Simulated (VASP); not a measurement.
Band structure of Al₃InAs₄ (ordered alloy cell). These are PBE GGA, VASP's PBE PAW potentials (set 64) (plane waves; VASP) values and carry that method's errors.

Unless said otherwise, spin-orbit coupling is left out, though it shifts the bands of the heavy elements here.

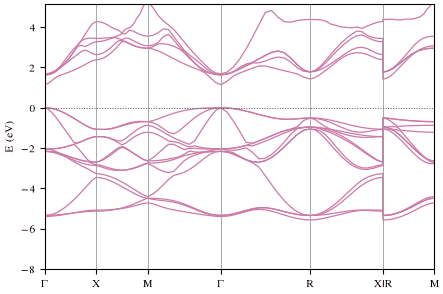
Bands along high-symmetry lines, zero at the valence-band maximum or, without a gap, the Fermi level

Read the plot: is there a gap, and where are the band edges?

The gap is direct, 1.15 eV, from the valence maximum at Γ to the conduction minimum at Γ. (Edges off the drawn lines would not show.)

The structure was generated: Al3InAs4 was put into an ordered model structure (P-43m), which need not be its known phase. It was relaxed first.
